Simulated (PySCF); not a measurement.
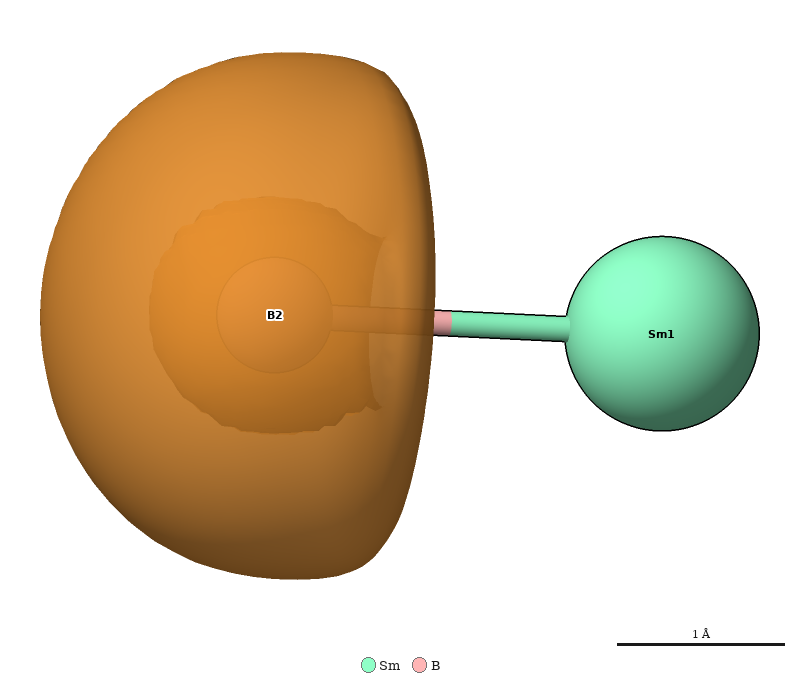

Figure. SmB (multiplicity 10). Isosurface of the electron localisation function at 0.8 (orange), seen from one side. Only the valence region is drawn (cores and ρ < 0.01 e/Å³ removed).

Method: PySCF, PBE0/x2c-SVPall, spin-free X2C-1e, Gaussian nucleus, at a bond length of 2.380 Å.

Where are the electrons localised?

Answer. The surface consists of one region wrapped around B (its valence shell). Profiles from the grid: Sm–B (2.38 Å): the ELF peaks at about 0.65 in the valence shell of B, 0.7 Å from its nucleus, and is about 0.30 at the midpoint.
